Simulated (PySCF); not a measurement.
# C6H9ClSi (SMILES C#CC/C(Cl)=C(/C)[SiH3]): what the fields show

```xyz
17

C     3.2008   -0.0414    0.9012
C     2.3421   -0.4691    0.1867
C     1.2934   -0.9406   -0.6990
C     0.2915    0.1556   -0.9346
Cl    0.8014    1.2506   -2.2035
C    -0.8337    0.3343   -0.2539
C    -1.7756    1.4692   -0.5223
Si   -1.3326   -0.8456    1.1419
H     3.9606    0.3156    1.5299
H     1.7452   -1.2443   -1.6476
H     0.8036   -1.8079   -0.2495
H    -1.4528    2.0714   -1.3678
H    -1.8433    2.1094    0.3568
H    -2.7731    1.0832   -0.7275
H    -2.5473   -0.3120    1.7594
H    -0.2658   -0.9450    2.1386
H    -1.6214   -2.1713    0.5815
```

Geometry: GFN2-xTB.

Level of theory: B3LYP/def2-SVPD, SCF density, gas phase in PySCF.

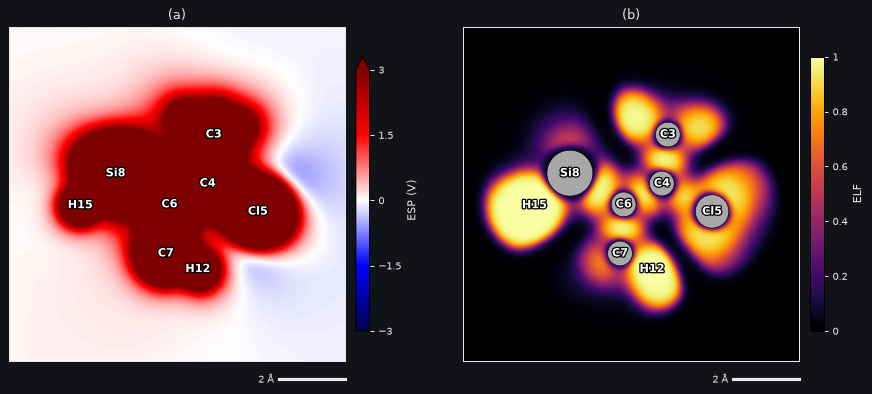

Figure 1. (a) electrostatic potential; (b) electron localisation function on the plane of atoms C4, C6 and Si8. Grey discs cover the atomic cores in the ELF map.

> Interpret the plot.

The plane passes through C, Cl, Si and H nuclei.
C–Cl (1.75 Å): the ELF peaks at about 0.90 between the atoms, as expected for localised, covalent bonding.
C–Si (1.89 Å): the ELF peaks at about 0.95 between the atoms; a shared electron pair.
C–C (1.33 Å): the ELF peaks at about 0.90 between the atoms; a short, multiple covalent bond.
Si–H (1.46 Å): the ELF climbs to about 1 towards the hydrogen, as it does in any bond to H.
The ELF also peaks beside Cl5, away from the bonds: lone-pair regions.
Outside the dense part of the molecule the potential is most negative (−0.5 V) near Cl5.

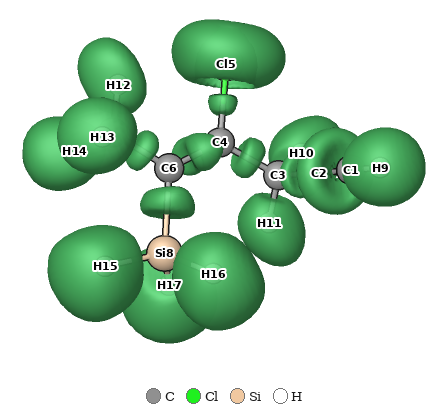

Figure 2. Isosurface of the ELF at 0.8 (green), seen across its widest extent. Core shells and regions of very low density are left out.

> Where are the electrons localised?

The ELF exceeds this value in five regions between bonded C–C atoms (shared pairs), one region between bonded C–Cl atoms (shared pairs), one region between bonded C–Si atoms (shared pairs), nine regions around hydrogen nuclei and one ring or bowl of non-bonding electrons around Cl.


C–C (1.20 Å): the ELF peaks at about 0.80 between the atoms: a short, multiple covalent bond.

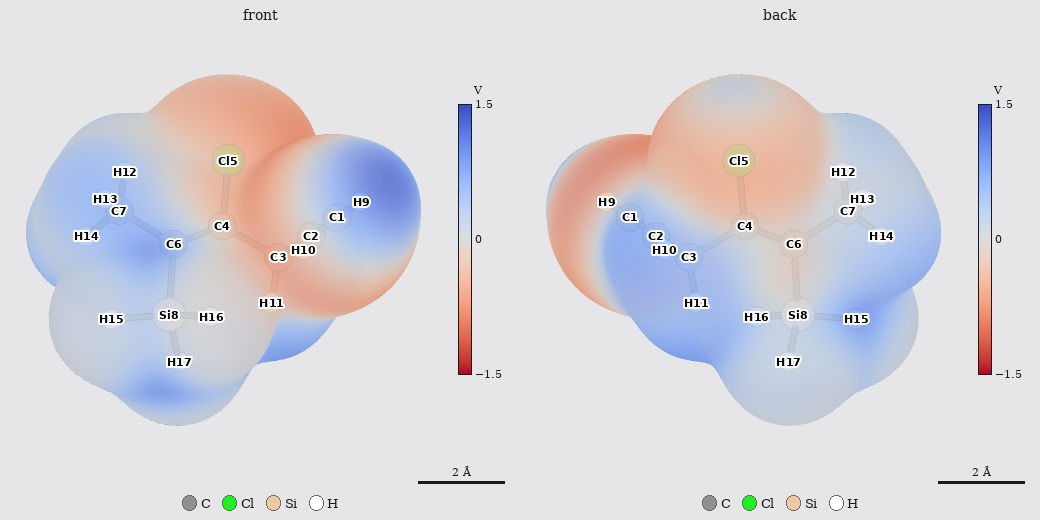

Figure 3. The molecular electrostatic potential painted on the density surface at 0.001 e/bohr³, seen from the front and from behind; red is negative and blue positive.

> Where is the surface potential most negative and most positive?

The most negative region (about −0.8 V) lies over C1, C2 and Cl5, the most positive (about +1.1 V) over H9. Cl5 shows a σ-hole: about +0.1 V at the tip opposite its bond, against about −0.4 V on its flanks.

> How polar is the molecule by this calculation?

Its dipole moment is 1.25 D.
